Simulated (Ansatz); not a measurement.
C2H5AlO2 (SMILES C=C[O][AlH][OH])

The calculation's input:

```
crystal:
  periodic: [false, false, false]
  atoms:
    - { symbol: C, position_ang: [-1.0386, -1.5247, 0.5571] }
    - { symbol: C, position_ang: [0.2262, -1.4909, 0.3374] }
    - { symbol: O, position_ang: [0.94, -0.3456, -0.0088] }
    - { symbol: Al, position_ang: [0.4412, 1.424, -0.2347] }
    - { symbol: O, position_ang: [1.5614, 2.7284, -0.6907] }
    - { symbol: H, position_ang: [-1.5954, -2.3849, 0.7984] }
    - { symbol: H, position_ang: [-1.6495, -0.576, 0.4724] }
    - { symbol: H, position_ang: [0.7978, -2.4103, 0.4251] }
    - { symbol: H, position_ang: [-1.1744, 1.7917, -0.0135] }
    - { symbol: H, position_ang: [1.5743, 2.7373, -1.6397] }
basis:
  gaussian: { orbitals: "6-31G*" }
hamiltonian:
  xc: { name: BHLYP }
  dispersion: d4
relax:
  f_tol: 0.02
  max_steps: 40
scf:
  lower_state_search: "off"
output:
  orbitals: {}
```

Launched as:

```sh
ansatz run input.yaml --threads 2 --pin off --max-ram 3072MiB --backend cpu --events-out ev --progress --plain --runs-dir out
```

The fields are those of the relaxed geometry.

All numbers below come from RKS BHLYP-D4/6-31G* in Ansatz 0.2.0.

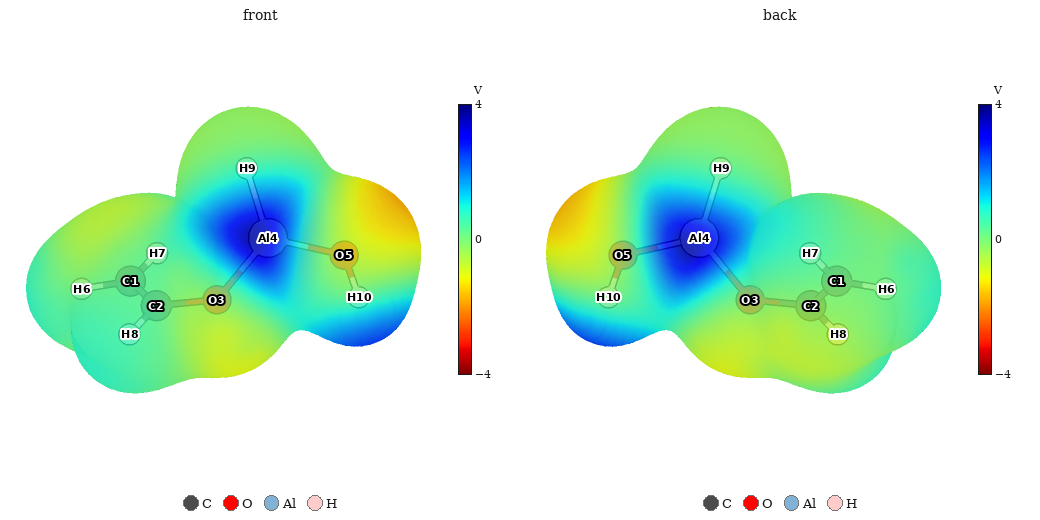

Figure 1. The electrostatic potential painted on the density surface at 0.002 e/bohr³, seen from the front and from behind; the colour scale runs from red (negative) to blue (positive).

**Describe the electrostatic potential map.**

The most negative region (about −1.7 V, or −39 kcal/mol for a unit charge) lies over O5, the most positive (about +3.6 V, or +83 kcal/mol for a unit charge) over Al4. O5 is the likeliest acceptor of a hydrogen bond.

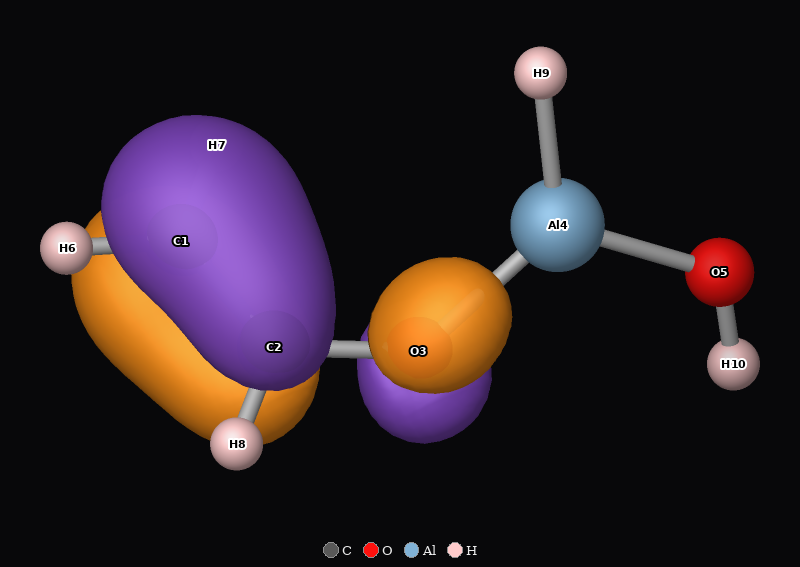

Figure 2. The HOMO at ±0.15 Å⁻³ᐟ² (orange and purple are the two phases), seen across its widest extent.

**Describe this orbital and give its energy.**

By Hirshfeld shares it lies mainly on C1 (about 45 %), C2 (about 25 %) and O3 (about 20 %); π-bonding across C1–C2. Its energy is −7.67 eV.

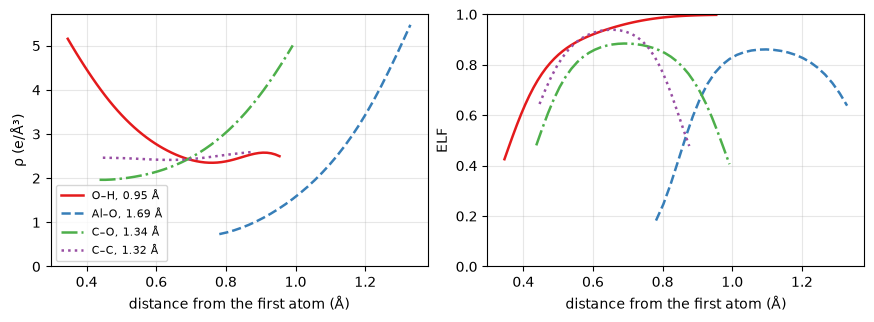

Figure 3. Total electron density and electron localisation function along straight lines between neighbouring atoms. The curves leave out the atomic cores.

**Compare the contacts.**

O–H (0.95 Å): ρ is about 3.6 e/Å³ halfway; the ELF climbs to about 1 towards the hydrogen, as it does in any bond to H (an ordinary covalent bond to hydrogen).
Al–O (1.69 Å): the density is about 0.88 e/Å³ at the midpoint; the ELF peaks at about 0.85 in the valence shell of O, 0.6 Å from its nucleus, and is about 0.40 at the midpoint.
C–O (1.34 Å): ρ is about 2.4 e/Å³ halfway, with its minimum of 2 e/Å³ about 0.5 Å from C; the ELF peaks at about 0.90 between the atoms (a shared but strongly polarised pair).
C–C (1.32 Å): ρ at the midpoint is about 2.4 e/Å³; the ELF peaks at about 0.95 between the atoms (a multiple bond).
